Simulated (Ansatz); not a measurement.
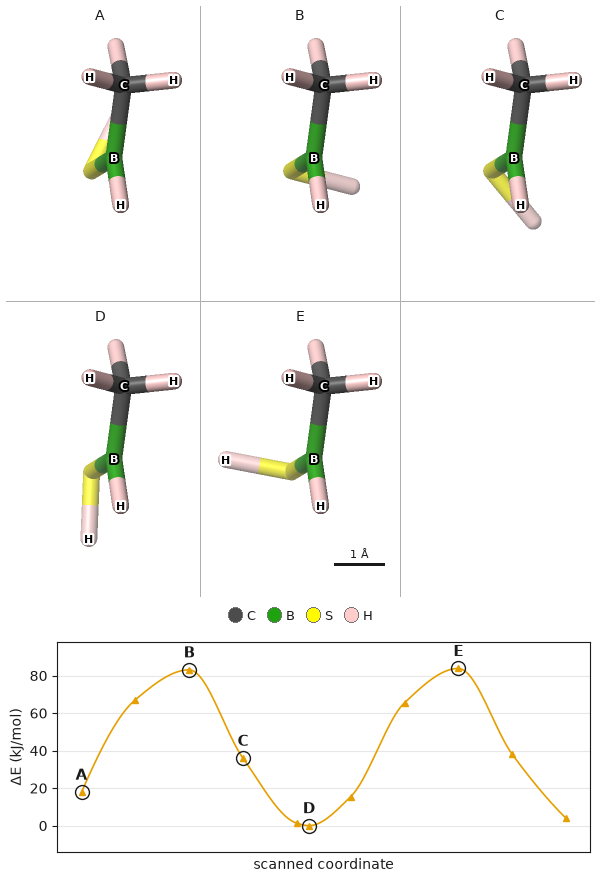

A scan of CH$_{5}$BS along one coordinate. A stick model, seen almost along the central bond, with a slight tilt.

Single-point energies from Ansatz with CCSD(T) in the def2-TZVPP basis, on geometries moved rigidly from the minimum at PBE0-D4/def2-TZVP. Coupled cluster with a frozen core. Energies are counted from the PBE0-D4/def2-TZVP minimum geometry at the same level.

### Which coordinate changes from frame to frame?

One C–B–S–H dihedral angle is varied, with the rest of the molecule carried along rigidly. In the frames the dihedral is 28.0° (A), 100.0° (B), 136.0° (C), 180.0° (D), 280.0° (E). Of the computed points the lowest is at the dihedral 180.0°, 0.0 kJ/mol. Local maxima lie at 100.0° (83.1 kJ/mol), 280.0° (83.8 kJ/mol). The highest point, at 280.0°, lies 83.8 kJ/mol above the lowest and gives an upper estimate of the barrier to rotation, since the rotor is rigid.
